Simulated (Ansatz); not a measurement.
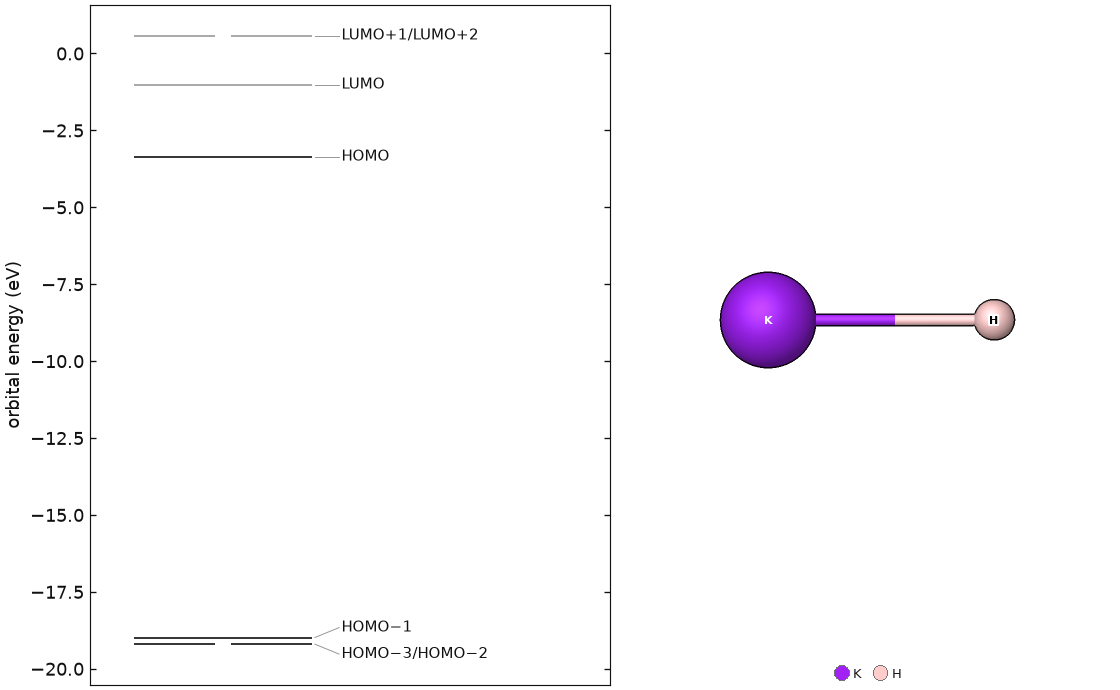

KH, singlet. Kohn-Sham orbital energies near the frontier, r2SCAN/def2-TZVPP in the Ansatz code 0.2.0, at a PBE0-D4/def2-TZVP geometry (a minimum by its frequencies), isolated molecule; empty levels in grey, levels within 0.03 eV side by side.

**Where do the frontier orbitals lie?**

HOMO at −3.36 eV, LUMO at −1.02 eV, 2.34 eV apart.

**How far below the HOMO does the next level lie?**

15.63 eV.

Caveats: empty levels above zero depend strongly on the basis.
